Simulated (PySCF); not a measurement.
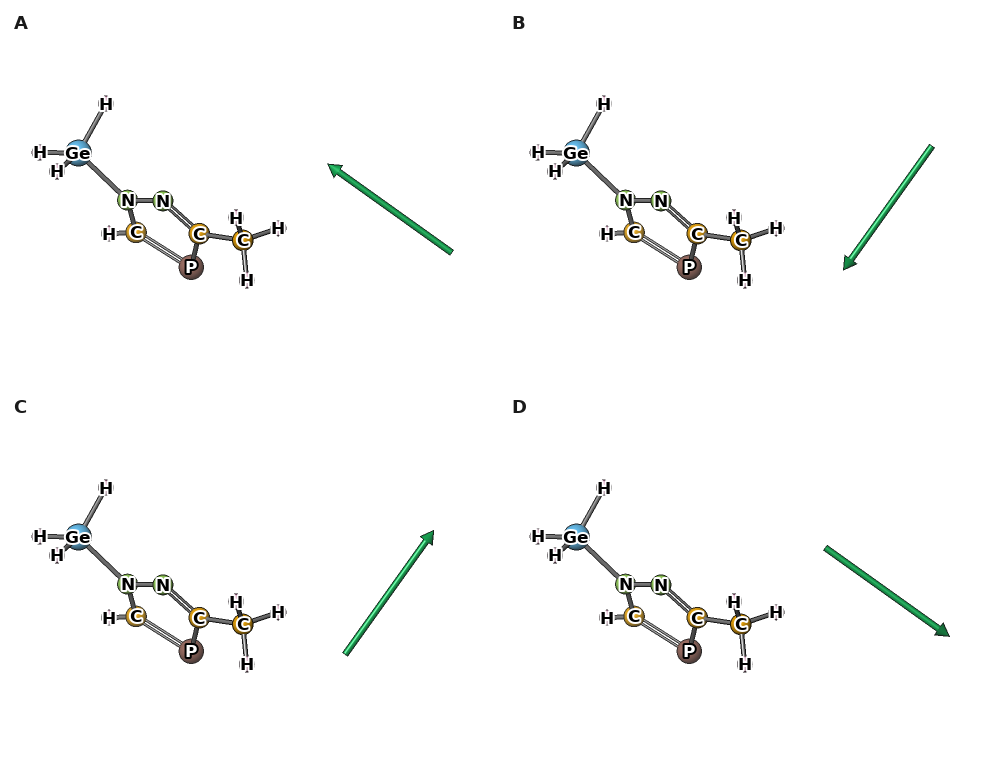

The same molecule four times, each with an arrow. The computed structure is the end point of a GFN2-xTB optimisation. No frequency run is at hand to confirm it as a minimum. Properties computed with CAM-B3LYP/def2-SVPD, gas phase (PySCF 2.14.0).

Which arrow points along the dipole moment, from the negative to the positive end?

Answer. A. The dipole moment is 2.28 D.

The geometry is semi-empirical. Around Ge, P such bond lengths and angles can be off by a tenth of an ångström or more and by several degrees, and values that hang on the shape move with them.
